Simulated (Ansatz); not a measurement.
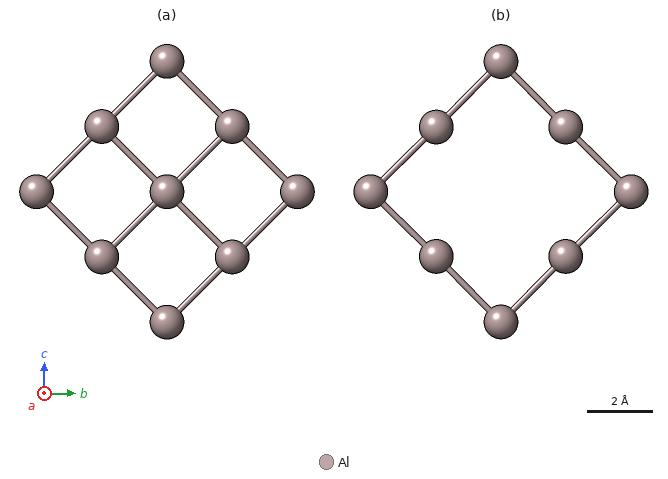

Left: perfect Al. Right: the same region with one point defect, after relaxing the atoms in a supercell of 27 sites. Style: ball-and-stick. Shown: the atoms within 4.6 Å of one point, in a slice 3.4 Å thick across the line of sight, along the a axis.

The calculation used DFT PBEsol, scalar-relativistic, plane waves, PAW (Ansatz). Set-up: plane-wave cutoff 420 eV; k-point mesh 4 × 4 × 4; occupations gaussian; smearing width 0.1 eV; no spin polarisation. The cell is small and the k-mesh coarse, so the numbers are rough. The axes drawn are those of the host's conventional cell.

Q: What kind of defect was made?

A: An aluminium atom is taken out (a vacancy).

The charge state of the cell is 0.

Q: What does the relaxation do around it?

A: Around the empty Al site the host had 12 Al at 2.84 Å; after relaxation the nearest atoms are 12 Al at 2.82 Å. Of the host's atoms, an aluminium atom moves furthest from its site, by 0.02 Å. Relaxing the atoms from the host's sites lowers the energy by 0.02 eV. At a tolerance of 0.02 Å the relaxed supercell has space group Fm-3m.
